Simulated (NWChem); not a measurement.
**GeH3Cl (chlorogermane): PBE0/def2-SVP**

What is the electronic atomisation energy of GeH3Cl (chlorogermane) at PBE0/def2-SVP? 

The results are computed with NWChem 7.3.0.

5 further runs of the same task are left out: 5 set aside as unsound or not needed.

### Step 1. Starting point

The species is GeH3Cl (5 atoms), meant as a singlet with charge 0. SMILES: `[Cl][GeH3]`. Geometry: relaxed at PBE0-D4/def2-TZVP.

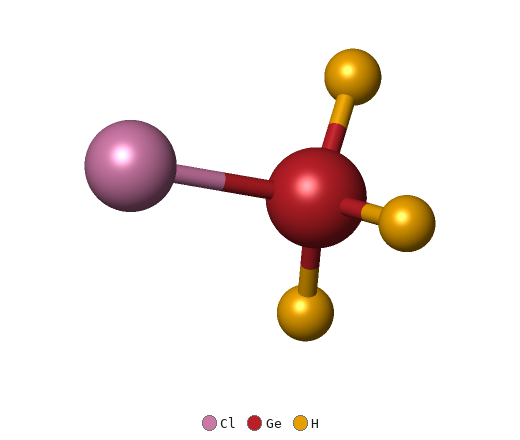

The structure, seen from a chosen angle (chlorine pink, germanium red, hydrogen amber).

### Step 2. A single-point energy at PBE0/def2-SVP (run 1)

File clgeh3.nw:

```
echo
start clgeh3
title "ClGeH3 PBE0"
memory 2200 mb
geometry noautosym nocenter noautoz
  Cl   -1.875800   -0.025100    0.641300
  Ge    0.161800   -0.013900   -0.060600
  H     0.160400    0.656200   -1.438100
  H     0.619000   -1.473700   -0.140600
  H     0.984500    0.782900    0.956700
end
basis "ao basis" spherical bse
  Cl library def2-SVP
  Ge library def2-SVP
  H library def2-SVP
end
dft
  xc pbe0
  mult 1
  grid lebedev 75 11
  convergence energy 1e-08
  maxiter 100
  mulliken
  noprint "final vectors analysis"
end
task dft energy
```

Started as:

```bash
nwchem clgeh3.nw > clgeh3.out
```

The program printed:

```text
[...]
          Wavefunction type:  closed shell.
          No. of atoms     :     5
          No. of electrons :    52
[...]
          Charge           :     0
          Spin multiplicity:     1
[...]
          AO basis - number of functions:    65
[...]
              XC Information
              --------------
                         PBE0 Method XC Functional
                     Hartree-Fock (Exact) Exchange  0.250
          PerdewBurkeErnzerhof Exchange Functional  0.750
            Perdew 1991 LDA Correlation Functional  1.000 local
           PerdewBurkeErnz. Correlation Functional  1.000 non-local
[...]
 d= 0,ls=0.0,diis     1  -2538.1769138802 -2.71D+03  1.29D-02  2.31D-01     1.0
[...]
 d= 0,ls=0.0,diis     8  -2538.2100126334 -2.21D-09  2.41D-06  2.65D-08     5.5
         Total DFT energy =    -2538.210012633358
      One electron energy =    -3883.011445571997
           Coulomb energy =     1276.428412909607
    Exchange-Corr. energy =     -108.020814668584
 Nuclear repulsion energy =      176.393834697617
[...]
      Total Density - Mulliken Population Analysis
     ---------------------------------------------
    Atom       Charge   Shell Charges
 -----------   ------   -------------------------------------------------------
    1 Cl  17    17.27   2.00  1.99  1.25  0.72  5.93  2.13  3.24  0.02
    2 Ge  32    31.58   2.00  2.00  1.99  1.18  0.11  6.00  5.98  1.39  0.78  8.09  1.81  0.25
    3 H    1     1.05   0.71  0.33  0.01
    4 H    1     1.05   0.71  0.33  0.01
    5 H    1     1.05   0.71  0.33  0.01
[...]
```

Run time: 6.3 s. Hardware: 1 thread of AMD EPYC 7R43 (Zen 3), shared host; peak memory 0.1 GiB.

### Step 3. The Cl atom (run 2)

File cl.nw:

```
START cl
TITLE "Cl energy"
memory total 2200 mb

GEOMETRY units atomic noautosym nocenter noautoz
 Cl     0.00000000     0.00000000     0.00000000
END

BASIS spherical bse
 Cl library def2-SVP
END

DFT
 xc pbe0
 mult 2
 grid lebedev 75 11
 convergence energy 1e-08
 iterations 100
 mulliken
 print low
END

TASK dft
```

Run the same way, it converges to -459.83853 Eh (log not shown).

Run 3 isn't shown in full; the table further down has it.

### Step 4. The H atom at the same level (run 4)

File h.nw:

```
start h
title "H PBE0"
memory stack 880 mb heap 220 mb global 1100 mb
geometry units angstrom noautosym nocenter noautoz
  H     0.000000    0.000000    0.000000
end
basis spherical bse
  * library def2-SVP
end
dft
  xc pbe0
  mult 2
  grid lebedev 75 11
  convergence energy 1e-08
  maxiter 100
  mulliken
  noprint "final vectors analysis"
end
task dft energy
```

Started as:

```bash
nwchem h.nw > h.out
```

The program printed:

```text
[...]
          Wavefunction type:  spin polarized.
          No. of atoms     :     1
          No. of electrons :     1
[...]
          Charge           :     0
          Spin multiplicity:     2
[...]
          AO basis - number of functions:     5
[...]
              XC Information
              --------------
                         PBE0 Method XC Functional
                     Hartree-Fock (Exact) Exchange  0.250
          PerdewBurkeErnzerhof Exchange Functional  0.750
            Perdew 1991 LDA Correlation Functional  1.000 local
           PerdewBurkeErnz. Correlation Functional  1.000 non-local
[...]
 d= 0,ls=0.0,diis     1     -0.5002824341 -5.00D-01  1.25D-03  1.20D-05     0.1
[...]
  Singularity in Pulay matrix. Error and Fock matrices removed.
 d= 0,ls=0.0,diis     3     -0.5002908051 -3.33D-08  3.60D-08  8.75D-15     0.1
[...]
 d= 0,ls=0.0,diis     4     -0.5002908051 -8.33D-15  4.03D-13  1.21D-24     0.1
[...]
         Total DFT energy =       -0.500290805055
      One electron energy =       -0.499270444371
           Coulomb energy =        0.311384455022
    Exchange-Corr. energy =       -0.312404815707
 Nuclear repulsion energy =        0.000000000000
[...]
      Total Density - Mulliken Population Analysis
     ---------------------------------------------
    Atom       Charge   Shell Charges
 -----------   ------   -------------------------------------------------------
    1 H    1     1.00   0.54  0.46  0.00
     --------------------------------------------
      Spin Density - Mulliken Population Analysis
     --------------------------------------------
    Atom       Charge   Shell Charges
 -----------   ------   -------------------------------------------------------
    1 H    1     1.00   0.54  0.46  0.00
[...]
      <S2> =      0.7500 (Exact =     0.7500)
[...]
```

Wall time 0.75 s (1 thread of AMD EPYC 7R43 (Zen 3), shared host); peak memory 0.1 GiB.

### Step 5. Overview of the runs

```tsv
run	level	partner	energy (Eh)	wall time
1	PBE0/def2-SVP	base	-2538.210013	6.3 s
2	UPBE0/def2-SVP	atoms	-459.838528	0.91 s
3	UPBE0/def2-SVP	atoms	-2076.395072	2.2 s
4	UPBE0/def2-SVP	atoms	-0.500291	0.75 s
```

### Step 6. Summary of results

Level: PBE0/def2-SVP.

| quantity | value |
| --- | --- |
| H atom: total energy | -0.50029 Eh |
| H atom: ⟨S²⟩ | 0.750 |
| electronic atomisation energy | 12.940 eV |

In words: Taking the molecule apart into free atoms costs 12.94 eV (298 kcal/mol), before zero-point energy and without spin-orbit coupling. All runs together took 10 s, the longest 6.3 s.
